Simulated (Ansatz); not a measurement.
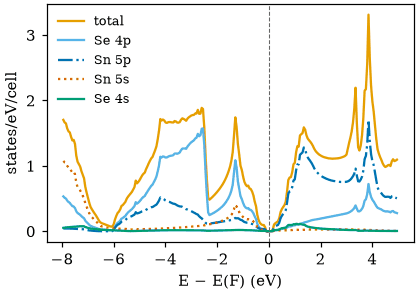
*Total and projected density of states of SnSe (rock salt, Fm-3m), r²SCAN (plane waves, PAW; program Ansatz)*

Question: Which orbitals carry the states next to the Fermi level?

Answer: Within 0.5 eV of the Fermi level: Sn 5p 47 %, Se 4p 27 %, Sn 5s 14 %, Se 4s 9 %. Projections are on Löwdin-orthogonalised atomic valence shells; empty p or d shells of many metals are not among them.

Question: Where is the tallest occupied peak in this window, and what makes it?

Answer: Near -2.6 eV, about 1.9 states/eV per cell; the largest projected share is Se 4p.

The workflow started from a Materials Project entry (that database holds measured and hypothetical structures alike); the Crystallography Open Database files this formula in space group No. 225, but the cells were not matched. It is not the phase usual at ambient conditions (space group No. 62). The r²SCAN relaxation kept the symmetry of its start; its stability against distortions is not shown here. Scalar-relativistic: spin–orbit coupling is off unless named, which matters more the heavier the elements.

Potentials: the later of the program's two PAW sets.
